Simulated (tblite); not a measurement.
# Geometry relaxation, with input and output: CH10Ge2OSi (part 1 of 2)

The run: geometry relaxation of CH10Ge2OSi, SMILES C[Si](O)([GeH3])[GeH3]. Method and program: GFN2-xTB geometry optimisation, gas phase (tblite 0.8.0).

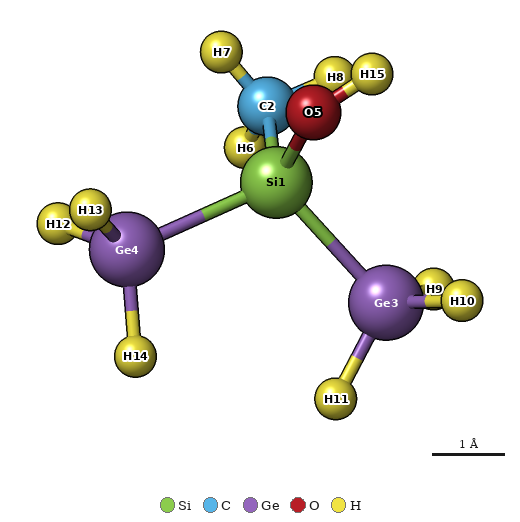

The input geometry (ball-and-stick view, seen at a tilt; atoms are numbered from 1 in the order of the input). Sticks mark near contacts.

Results in brief:

| quantity | value |
| --- | --- |
| outcome | converged |
| total energy | −460.4917 eV |
| hardware | 1 CPU thread, shared host |
| wall time | 2.3 s |
| peak memory | 0.17 GiB |

Input:
```
{"job": {"kind": "relax", "xc": "GFN2-xTB", "basis": "xTB"}, "charge": 0, "multiplicity": 1}
Si    -0.777620     0.726625     0.626264
C     -2.048948     2.025153     0.208008
Ge    -1.030095    -1.068305    -0.784992
Ge    -1.092699     0.034979     2.824006
O      0.826980     1.390153     0.439173
H     -2.988700     1.632624     0.320532
H     -1.908082     2.824086     0.800078
H     -1.897532     2.315140    -0.781318
H     -2.073930    -0.762150    -1.819703
H      0.292585    -1.362587    -1.476924
H     -1.446841    -2.282682     0.013746
H     -2.324166     0.698493     3.385376
H      0.106479     0.439583     3.637590
H     -1.271003    -1.449344     2.868811
H      1.213845     1.786479    -0.366032
```

The first line tells a small driver script what to run in tblite; the rest is the geometry in Å.

Command:
```bash
OMP_NUM_THREADS=1 python <driver script> task.json out
```

Output:
```
step      E/eV     max force
  0    -459.80133    3.489
  1    -460.15024    1.742
  2    -460.25729    0.470
  3    -460.28151    0.507
  4    -460.34940    0.823
  5    -460.39027    0.725
  6    -460.41476    0.469
  7    -460.42698    0.252
  8    -460.43738    0.343
  9    -460.45014    0.438
 10    -460.46072    0.354
 11    -460.46594    0.220
 12    -460.46860    0.155
 13    -460.47054    0.142
 14    -460.47228    0.132
 15    -460.47375    0.105
 16    -460.47490    0.094
 17    -460.47604    0.111
 18    -460.47725    0.116
 19    -460.47815    0.081
 20    -460.47859    0.055
 21    -460.47887    0.055
 22    -460.47928    0.061
 23    -460.47998    0.081
 24    -460.48090    0.084
 25    -460.48183    0.091
 26    -460.48268    0.076
 27    -460.48359    0.099
 28    -460.48470    0.112
 29    -460.48576    0.089
 30    -460.48639    0.056
 31    -460.48679    0.055
 32    -460.48728    0.082
 33    -460.48801    0.092
 34    -460.48879    0.084
 35    -460.48932    0.053
 36    -460.48957    0.046
 37    -460.48974    0.044
 38    -460.48988    0.030
 39    -460.48998    0.016
 40    -460.49002    0.017
 41    -460.49007    0.021
 42    -460.49014    0.025
 43    -460.49024    0.028
 44    -460.49035    0.023
 45    -460.49043    0.023
 46    -460.49050    0.029
 47    -460.49060    0.032
 48    -460.49070    0.030
 49    -460.49078    0.021
 50    -460.49083    0.020
 51    -460.49090    0.027
 52    -460.49100    0.036
 53    -460.49112    0.037
 54    -460.49120    0.020
 55    -460.49123    0.009
 56    -460.49124    0.009
 57    -460.49125    0.011
 58    -460.49127    0.016
 59    -460.49130    0.017
 60    -460.49133    0.013
 61    -460.49135    0.010
 62    -460.49136    0.010
 63    -460.49137    0.012
 64    -460.49139    0.015
 65    -460.49141    0.018
 66    -460.49144    0.018
 67    -460.49147    0.013
 68    -460.49148    0.010
 69    -460.49150    0.012
 70    -460.49152    0.013
 71    -460.49154    0.017
 72    -460.49156    0.016
 73    -460.49158    0.011
 74    -460.49159    0.009
 75    -460.49160    0.009
 76    -460.49161    0.012
 77    -460.49163    0.011
 78    -460.49164    0.009
 79    -460.49164    0.008
 80    -460.49165    0.008
 81    -460.49165    0.009
 82    -460.49166    0.007
```

Trajectory as extended XYZ (Å, eV, eV/Å), 29 frames, from step=0 to step=82:
```
15
Properties=species:S:1:pos:R:3:forces:R:3 step=0 energy=-459.80133
Si   -0.7776    0.7266    0.6263    2.5510   0.5140  -0.0250
C    -2.0489    2.0252    0.2080    1.3730  -1.6990  -0.9040
Ge   -1.0301   -1.0683   -0.7850    0.3510  -0.0110  -0.0400
Ge   -1.0927    0.0350    2.8240    0.4160   0.5210  -0.3710
O     0.8270    1.3902    0.4392   -1.3950  -0.4390  -0.1350
H    -2.9887    1.6326    0.3205   -2.2670  -0.7840   0.2450
H    -1.9081    2.8241    0.8001    0.2350   2.8130   2.0520
H    -1.8975    2.3151   -0.7813    0.0030   0.5680  -1.7190
H    -2.0739   -0.7622   -1.8197    0.0640  -0.3460  -0.1090
H     0.2926   -1.3626   -1.4769   -0.4570  -0.2160  -0.0370
H    -1.4468   -2.2827    0.0137    0.0330   0.0150  -0.4020
H    -2.3242    0.6985    3.3854    0.1530  -0.2100   0.1890
H     0.1065    0.4396    3.6376   -0.3040  -0.2260   0.2180
H    -1.2710   -1.4493    2.8688   -0.0270   0.0140   0.2740
H     1.2138    1.7865   -0.3660   -0.7280  -0.5140   0.7650
15
Properties=species:S:1:pos:R:3:forces:R:3 step=3 energy=-460.28151
Si   -0.6915    0.7366    0.6233   -0.2810   0.0620  -0.1080
C    -2.0252    2.0107    0.1993   -0.0640   0.2600  -0.0730
Ge   -1.0175   -1.0631   -0.7825    0.0440   0.1070   0.0390
Ge   -1.0755    0.0559    2.8037    0.1470   0.1190  -0.1840
O     0.7885    1.3778    0.4401    0.2590  -0.0020   0.4360
H    -3.0376    1.6154    0.3251    0.2890   0.0940  -0.0360
H    -1.9092    2.8838    0.8416   -0.1610  -0.0110  -0.1020
H    -1.9024    2.3338   -0.8346   -0.1820   0.0620   0.0630
H    -2.0681   -0.7811   -1.8239    0.1390  -0.2850  -0.0250
H     0.2732   -1.3771   -1.4831   -0.1760  -0.2770  -0.1840
H    -1.4447   -2.2826   -0.0082    0.0400  -0.0170  -0.3250
H    -2.3139    0.6874    3.3940    0.2050  -0.1560   0.0820
H     0.0940    0.4285    3.6535   -0.1120  -0.1430   0.3210
H    -1.2711   -1.4426    2.8829    0.0330   0.2370   0.1890
H     1.1813    1.7647   -0.3367   -0.1810  -0.0510  -0.0930
15
Properties=species:S:1:pos:R:3:forces:R:3 step=6 energy=-460.41476
Si   -0.6892    0.7663    0.6008   -0.1520   0.3140   0.0980
C    -2.0232    2.0561    0.1832    0.1070  -0.1260  -0.0370
Ge   -1.0005   -1.0454   -0.7812    0.0160  -0.1740  -0.2380
Ge   -1.0353    0.0887    2.7688    0.0100  -0.1350   0.4490
O     0.8198    1.3759    0.5129   -0.1020  -0.0160  -0.0280
H    -3.0100    1.6238    0.3207   -0.0270  -0.0110   0.0100
H    -1.9435    2.9168    0.8407   -0.0230   0.1020  -0.1420
H    -1.9432    2.3634   -0.8565   -0.0550   0.1990   0.0420
H    -2.0377   -0.8510   -1.8343   -0.0610  -0.0330  -0.1440
H     0.2267   -1.4444   -1.5270    0.0820  -0.1290  -0.1640
H    -1.4357   -2.2883   -0.0868   -0.0190  -0.1150   0.0250
H    -2.2653    0.6504    3.4156    0.0080   0.0740   0.0120
H     0.0632    0.3924    3.7294    0.0320  -0.0060   0.1230
H    -1.2630   -1.3891    2.9289    0.0610   0.0230  -0.0300
H     1.1170    1.7327   -0.3205    0.1220   0.0310   0.0220
15
Properties=species:S:1:pos:R:3:forces:R:3 step=9 energy=-460.45014
Si   -0.7035    0.7915    0.6124    0.0950  -0.4140   0.1040
C    -2.0216    2.0649    0.1747   -0.1780   0.1880  -0.0020
Ge   -0.9936   -1.0559   -0.8039    0.0210   0.0810   0.0680
Ge   -1.0231    0.0860    2.8052    0.0320   0.1230  -0.1080
O     0.8159    1.3763    0.5247   -0.0700   0.0590  -0.1180
H    -3.0038    1.6253    0.3202   -0.0610   0.0020  -0.0130
H    -1.9553    2.9355    0.8204   -0.0100   0.0800  -0.0250
H    -1.9598    2.3953   -0.8570    0.0050   0.0610  -0.0690
H    -2.0388   -0.8733   -1.8576   -0.0330  -0.0300  -0.1140
H     0.2265   -1.4788   -1.5605    0.0310  -0.0700  -0.0990
H    -1.4354   -2.3042   -0.1038    0.0140  -0.0230  -0.0190
H    -2.2551    0.6524    3.4255   -0.0860   0.0980   0.0990
H     0.0634    0.3835    3.7686    0.1200   0.0240   0.1820
H    -1.2535   -1.3788    2.9372    0.0260  -0.1760   0.0050
H     1.1179    1.7284   -0.3116    0.0940  -0.0040   0.1100
15
Properties=species:S:1:pos:R:3:forces:R:3 step=12 energy=-460.46860
Si   -0.7101    0.7817    0.6237   -0.0650  -0.0200  -0.1400
C    -2.0297    2.0807    0.1686    0.0180  -0.0360   0.0220
Ge   -0.9874   -1.0603   -0.8184   -0.0180  -0.0350  -0.0360
Ge   -1.0111    0.0930    2.8271    0.0040   0.0080   0.0050
O     0.8043    1.3793    0.5286   -0.0410  -0.0040   0.0220
H    -3.0073    1.6286    0.3178   -0.0480   0.0910  -0.0390
H    -1.9653    2.9587    0.8058   -0.0080  -0.0120   0.0360
H    -1.9715    2.4225   -0.8633    0.0250  -0.0900   0.0190
H    -2.0401   -0.8930   -1.8837    0.0620  -0.0110   0.0130
H     0.2266   -1.5100   -1.5936   -0.0660   0.0200   0.0120
H    -1.4331   -2.3166   -0.1196    0.0310   0.0430  -0.0410
H    -2.2540    0.6630    3.4423    0.0060   0.0380   0.0560
H     0.0732    0.3788    3.8140    0.0050   0.0060   0.0380
H    -1.2432   -1.3849    2.9441    0.0340  -0.0100   0.0120
H     1.1291    1.7267   -0.2987    0.0600   0.0120   0.0220
15
Properties=species:S:1:pos:R:3:forces:R:3 step=15 energy=-460.47375
Si   -0.7174    0.7726    0.6106   -0.0200   0.0870   0.0550
C    -2.0323    2.0813    0.1704   -0.0170  -0.0300  -0.0070
Ge   -0.9883   -1.0644   -0.8252   -0.0020  -0.0080  -0.0370
Ge   -1.0082    0.0969    2.8295   -0.0020  -0.0180   0.0240
O     0.7949    1.3799    0.5291   -0.0340  -0.0210   0.0020
H    -3.0163    1.6420    0.3119   -0.0500   0.0460  -0.0100
H    -1.9674    2.9608    0.8077    0.0290  -0.0550  -0.0020
H    -1.9693    2.4154   -0.8631    0.0300  -0.0290   0.0030
H    -2.0331   -0.8979   -1.8888   -0.0110   0.0030  -0.0390
H     0.2187   -1.5133   -1.5992    0.0130   0.0070  -0.0190
H    -1.4286   -2.3141   -0.1274   -0.0050  -0.0330   0.0070
H    -2.2530    0.6711    3.4540    0.0720  -0.0110   0.0100
H     0.0762    0.3791    3.8281   -0.0510  -0.0050  -0.0430
H    -1.2362   -1.3886    2.9472    0.0280   0.0720   0.0190
H     1.1405    1.7274   -0.2903    0.0210  -0.0040   0.0380
15
Properties=species:S:1:pos:R:3:forces:R:3 step=18 energy=-460.47725
Si   -0.7279    0.7751    0.6101    0.0090  -0.0990   0.0610
C    -2.0386    2.0796    0.1697   -0.0560   0.0200  -0.0180
Ge   -0.9890   -1.0679   -0.8355   -0.0080   0.0480   0.0550
Ge   -1.0049    0.0990    2.8356    0.0060   0.0420  -0.0630
O     0.7841    1.3783    0.5317    0.0300   0.0100   0.0290
H    -3.0305    1.6590    0.3058   -0.0440  -0.0070   0.0000
H    -1.9655    2.9568    0.8073    0.0310   0.0010   0.0010
H    -1.9645    2.4086   -0.8634    0.0200   0.0130  -0.0320
H    -2.0300   -0.9036   -1.9016   -0.0340   0.0010  -0.0450
H     0.2152   -1.5180   -1.6101    0.0420   0.0070  -0.0230
H    -1.4256   -2.3184   -0.1346   -0.0090  -0.0230  -0.0060
H    -2.2411    0.6761    3.4663    0.0190  -0.0080   0.0170
H     0.0722    0.3782    3.8369    0.0120   0.0150  -0.0260
H    -1.2259   -1.3815    2.9536   -0.0010  -0.0060   0.0230
H     1.1524    1.7269   -0.2773   -0.0180  -0.0150   0.0280
15
Properties=species:S:1:pos:R:3:forces:R:3 step=21 energy=-460.47887
Si   -0.7314    0.7706    0.6130   -0.0070   0.0090  -0.0300
C    -2.0445    2.0778    0.1684    0.0160  -0.0160  -0.0050
Ge   -0.9906   -1.0664   -0.8363   -0.0070  -0.0200  -0.0250
Ge   -1.0037    0.1023    2.8330    0.0010  -0.0110   0.0250
O     0.7806    1.3772    0.5365   -0.0070  -0.0070   0.0440
H    -3.0417    1.6667    0.3028    0.0060  -0.0010  -0.0100
H    -1.9609    2.9532    0.8080    0.0070   0.0010  -0.0240
H    -1.9596    2.4045   -0.8657   -0.0070   0.0130   0.0080
H    -2.0310   -0.9045   -1.9094    0.0030   0.0010   0.0050
H     0.2168   -1.5164   -1.6143    0.0010   0.0270   0.0110
H    -1.4252   -2.3215   -0.1377   -0.0040   0.0000  -0.0190
H    -2.2339    0.6774    3.4727   -0.0110   0.0050   0.0110
H     0.0714    0.3800    3.8347    0.0430   0.0260  -0.0230
H    -1.2218   -1.3779    2.9584   -0.0060  -0.0080   0.0120
H     1.1557    1.7253   -0.2694   -0.0280  -0.0170   0.0190
15
Properties=species:S:1:pos:R:3:forces:R:3 step=24 energy=-460.48090
Si   -0.7370    0.7618    0.6108   -0.0250   0.0760   0.0240
C    -2.0490    2.0730    0.1644    0.0470   0.0110  -0.0040
Ge   -0.9948   -1.0682   -0.8418    0.0130  -0.0300  -0.0610
Ge   -1.0021    0.1047    2.8343   -0.0130  -0.0450   0.0580
O     0.7758    1.3744    0.5560   -0.0750  -0.0310  -0.0230
H    -3.0531    1.6742    0.2964    0.0720   0.0110  -0.0120
H    -1.9524    2.9496    0.8013   -0.0220  -0.0180  -0.0010
H    -1.9556    2.4046   -0.8676   -0.0250  -0.0180  -0.0070
H    -2.0330   -0.9052   -1.9183    0.0190   0.0000   0.0200
H     0.2212   -1.5055   -1.6164   -0.0210   0.0210   0.0170
H    -1.4263   -2.3259   -0.1476   -0.0010  -0.0070  -0.0190
H    -2.2289    0.6801    3.4842    0.0120   0.0000  -0.0010
H     0.0852    0.3913    3.8235    0.0130   0.0120  -0.0400
H    -1.2194   -1.3778    2.9687    0.0060   0.0280   0.0160
H     1.1497    1.7172   -0.2531   -0.0020  -0.0100   0.0340
15
Properties=species:S:1:pos:R:3:forces:R:3 step=27 energy=-460.48359
Si   -0.7533    0.7554    0.6130   -0.0460  -0.0750   0.0460
C    -2.0514    2.0707    0.1567    0.0080   0.0520  -0.0130
Ge   -0.9985   -1.0734   -0.8574    0.0020   0.0540   0.0700
Ge   -0.9995    0.1048    2.8452   -0.0110   0.0190  -0.0310
O     0.7584    1.3667    0.5816   -0.0210  -0.0210  -0.0320
H    -3.0610    1.6884    0.2850    0.0410  -0.0220   0.0040
H    -1.9447    2.9454    0.7913   -0.0260   0.0390   0.0460
H    -1.9540    2.4039   -0.8731   -0.0010  -0.0260  -0.0570
H    -2.0333   -0.9095   -1.9335    0.0020   0.0020  -0.0070
H     0.2248   -1.4925   -1.6235    0.0100  -0.0040  -0.0120
H    -1.4271   -2.3353   -0.1681    0.0090  -0.0060  -0.0320
H    -2.2180    0.6852    3.5040    0.0070  -0.0010   0.0140
H     0.1064    0.4076    3.8086   -0.0030  -0.0020  -0.0360
H    -1.2127   -1.3738    2.9881    0.0050  -0.0180   0.0360
H     1.1442    1.7045   -0.2232    0.0250   0.0100   0.0040
15
Properties=species:S:1:pos:R:3:forces:R:3 step=30 energy=-460.48639
Si   -0.7756    0.7421    0.6199    0.0010   0.0050  -0.0260
C    -2.0501    2.0740    0.1476   -0.0260   0.0050   0.0070
Ge   -1.0026   -1.0721   -0.8644   -0.0090   0.0080   0.0330
Ge   -1.0006    0.1049    2.8519   -0.0160   0.0010  -0.0100
O     0.7356    1.3532    0.6032    0.0420  -0.0260  -0.0040
H    -3.0611    1.6991    0.2737   -0.0300  -0.0270   0.0130
H    -1.9401    2.9447    0.7881   -0.0150   0.0470  -0.0260
H    -1.9514    2.3965   -0.8865    0.0340   0.0050   0.0100
H    -2.0323   -0.9110   -1.9462    0.0060   0.0130  -0.0030
H     0.2292   -1.4743   -1.6276    0.0020   0.0000  -0.0030
H    -1.4269   -2.3449   -0.1936    0.0120  -0.0160  -0.0220
H    -2.2063    0.6897    3.5256   -0.0090   0.0090   0.0300
H     0.1286    0.4260    3.7802   -0.0090  -0.0080  -0.0200
H    -1.2062   -1.3717    3.0142    0.0070  -0.0270   0.0410
H     1.1401    1.6922   -0.1914    0.0110   0.0100  -0.0180
15
Properties=species:S:1:pos:R:3:forces:R:3 step=33 energy=-460.48801
Si   -0.7830    0.7387    0.6200    0.0370   0.0830   0.0150
C    -2.0526    2.0768    0.1454    0.0080  -0.0150   0.0170
Ge   -1.0054   -1.0700   -0.8615    0.0120  -0.0470  -0.0780
Ge   -1.0054    0.1038    2.8517   -0.0250  -0.0420   0.0260
O     0.7332    1.3419    0.6095    0.0030  -0.0260  -0.0280
H    -3.0636    1.6975    0.2716    0.0070   0.0270  -0.0100
H    -1.9417    2.9519    0.7826   -0.0320  -0.0110  -0.0520
H    -1.9449    2.3933   -0.8907   -0.0070   0.0000   0.0400
H    -2.0306   -0.9077   -1.9496    0.0150   0.0170   0.0150
H     0.2311   -1.4645   -1.6273   -0.0270   0.0170   0.0200
H    -1.4250   -2.3516   -0.2073    0.0040  -0.0220   0.0000
H    -2.2035    0.6921    3.5386    0.0060   0.0010   0.0170
H     0.1363    0.4328    3.7611   -0.0080  -0.0030  -0.0070
H    -1.2033   -1.3753    3.0325    0.0070   0.0230   0.0220
H     1.1388    1.6887   -0.1819    0.0000  -0.0030   0.0040
15
Properties=species:S:1:pos:R:3:forces:R:3 step=36 energy=-460.48957
Si   -0.7936    0.7391    0.6232    0.0210  -0.0370   0.0180
C    -2.0564    2.0796    0.1423    0.0180  -0.0110   0.0010
Ge   -1.0079   -1.0722   -0.8680   -0.0010   0.0030   0.0020
Ge   -1.0115    0.1001    2.8575    0.0010   0.0050   0.0060
O     0.7280    1.3252    0.6182    0.0160   0.0000  -0.0050
H    -3.0684    1.7030    0.2654    0.0050   0.0330  -0.0200
H    -1.9473    2.9610    0.7693   -0.0240  -0.0040   0.0000
H    -1.9387    2.3904   -0.8934   -0.0280  -0.0070  -0.0050
H    -2.0272   -0.9050   -1.9585   -0.0070   0.0160  -0.0050
H     0.2312   -1.4534   -1.6307    0.0070   0.0100  -0.0010
H    -1.4216   -2.3646   -0.2290    0.0030  -0.0030  -0.0010
H    -2.1960    0.6969    3.5615    0.0060  -0.0080   0.0090
H     0.1465    0.4414    3.7412   -0.0070   0.0000   0.0060
H    -1.1962   -1.3761    3.0608   -0.0080   0.0080   0.0080
H     1.1396    1.6829   -0.1649   -0.0010  -0.0020  -0.0130
```
